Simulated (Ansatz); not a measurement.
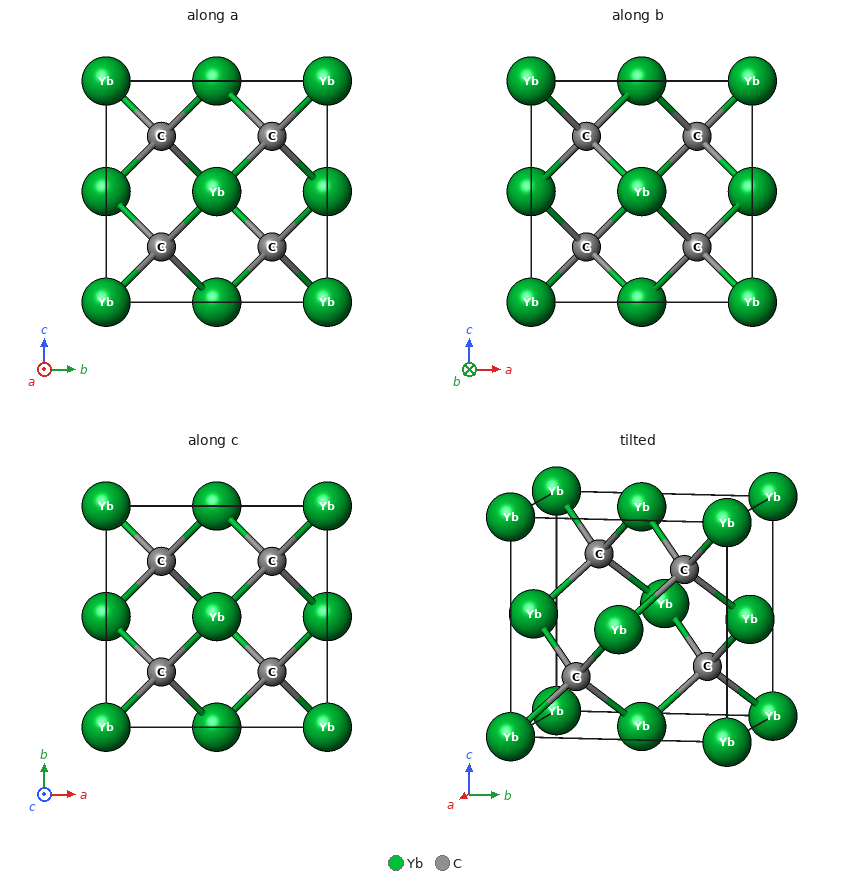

The image is a ball-and-stick drawing of a crystal, viewed along the a axis, along the b axis, along the c axis and slightly off an axis. Lines trace the edges of the conventional unit cell.

Lattice parameters: a = 5.392 Å, b = 5.392 Å, c = 5.392 Å, α = 90.00°, β = 90.00°, γ = 90.00°. Put a along x and b in the xy plane.

> Put the structure into a POSCAR file.

```
Yb C
1.0
     5.392    0.000    0.000
     0.000    5.392    0.000
     0.000    0.000    5.392
Yb C
4 4
Direct
  0.0000 0.0000 0.0000
  0.0000 0.5000 0.5000
  0.5000 0.0000 0.5000
  0.5000 0.5000 0.0000
  0.2500 0.2500 0.7500
  0.2500 0.7500 0.2500
  0.7500 0.2500 0.2500
  0.7500 0.7500 0.7500
```

Origin of the cell: a structure type filled with these elements by a generator (whether the compound takes this form wasn't checked). The cell was then strained or its atoms displaced on purpose. It was run through Ansatz as a DFT input.
